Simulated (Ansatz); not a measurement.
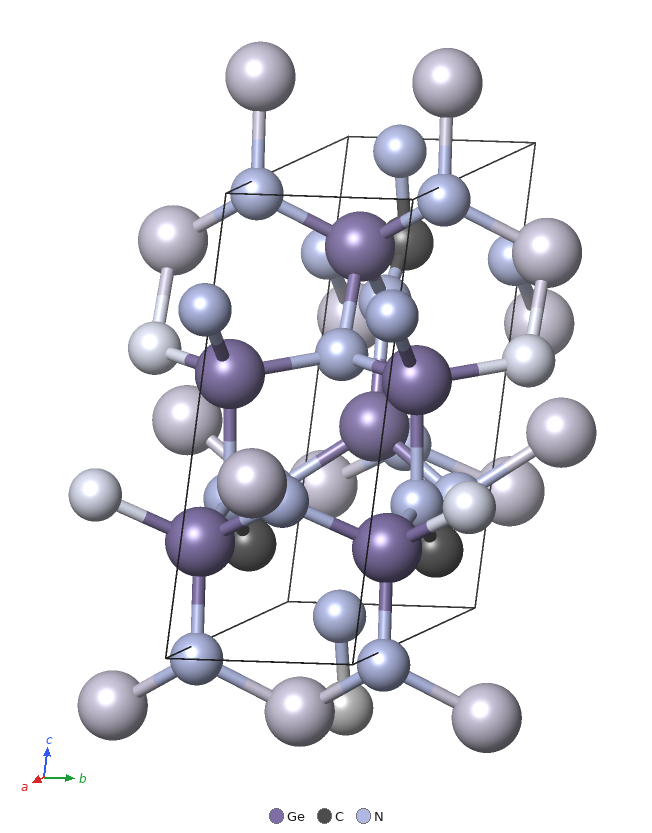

A ball-and-stick rendering, viewed slightly off an axis. Atoms at the boundary of the conventional unit cell (the box) are drawn once for each face, edge or corner they touch. Atoms just outside the outline that bond to atoms inside are added, in fainter colours.

Ge₂CN₄, space group Pm (No. 6), a = 7.161 Å, b = 2.936 Å, c = 7.556 Å, α = 90.00°, β = 117.85°, γ = 90.00°. Source of the structure: a structure type filled with these elements by a generator (whether the compound takes this form wasn't checked). Earlier steps of the study, as a rule a relaxation of our own, may have changed the cell and positions, so they can lie some per cent off the listed ones. It went into a calculation with Ansatz.

This one geometry was computed with Ansatz (DFT, plane waves, PAW) at five levels of theory: PBE0, r2SCAN, HSE06, PBE with spin-orbit coupling and PBE. It was relaxed beforehand with r2SCAN.

Question: Which level gives the highest pressure at this volume, and what does that say about its equilibrium volume?

Answer: Highest: PBE with spin-orbit coupling (6.5 GPa) and PBE (6.5 GPa), which points to the largest equilibrium volume. Lowest, with the smallest volume: PBE0 (-2.7 GPa) and HSE06 (-2.5 GPa). Levels within 0.5 GPa of each other can't be told apart.

Question: How does the band gap change with the level of theory?

Answer: PBE: a gap of 1.49 eV, indirect; PBE with spin-orbit coupling: a gap of 1.49 eV, indirect; r2SCAN: a gap of 1.75 eV, indirect; HSE06: a gap of 2.60 eV, indirect; PBE0: a gap of 3.33 eV, indirect.

Question: Collect the results in a table.

Answer:
| level | cutoff (eV) | k-mesh of the run's cell | gap (eV) | pressure (GPa) |
| --- | --- | --- | --- | --- |
| PBE0 | 420 | 2×6×2 | 3.33 | -2.7 |
| r2SCAN | 500 | 4×8×4 | 1.75 | 0.0 |
| HSE06 | 420 | 2×6×2 | 2.60 | -2.5 |
| PBE with spin-orbit coupling | 420 | 4×8×4 | 1.49 | 6.5 |
| PBE | 420 | 4×8×4 | 1.49 | 6.5 |

Gaps are taken on the k-mesh or band path of each run.
